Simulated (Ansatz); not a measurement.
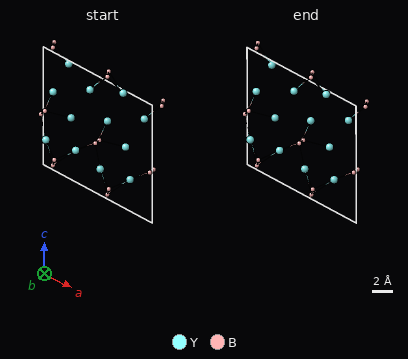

The structure of solid Y$_{3}$B$_{2}$ (a generated structure, set up in Cm) before (left) and after (right) a relaxation, at one scale.

Style: ball-and-stick. Shown: the conventional cell (2 times the calculation's cell), along the b axis. Lengths and directions refer to the drawn axes.

All numbers below come from DFT PBE, scalar-relativistic, plane waves, PAW (Ansatz). (plane-wave cutoff 420 eV; k-point mesh 12 × 12 × 4; occupations gaussian; smearing width 0.1 eV; no spin polarisation; cell and atoms relaxed; force threshold 0.01 eV/Å; at most 80 steps)

**What changed between the two?**

The run was cut off at its time limit before the relaxation converged, so the last structure is only a point on the way. The energy rises by 5.9 meV per atom in 0 accepted moves (1 points after the start). The largest force component goes from 0.038 to 0.53 eV/Å. Pressure: −0.12 GPa at the start and 0.18 GPa at the end. The line search rejected the trial step at point 1 of the run. The largest move relative to the cell is that of a Y atom, 0.095 Å along [−1 0 1]. Largest moves by element: Y 0.095 Å, B 0.032 Å. Cell: a 12.383 → 12.394 Å (+0.1 %), b 3.273 → 3.268 Å (−0.1 %), c 11.803 → 11.747 Å (−0.5 %), β 118.2° → 118.4°. Volume −0.7 %. Some distances before and after: Y–Y 3.600 → 3.468 Å, Y–Y 3.404 → 3.533 Å, Y–Y 3.343 → 3.240 Å, Y–Y 3.662 → 3.588 Å. Among the angles between lasting bonds that change: B–Y–B 175.2° → 177.5°. The space group stays Cm (No. 8). The run took 6.4 min on 1 thread of Arm Neoverse V2, with other jobs on the host, peak memory 1.3 GiB.
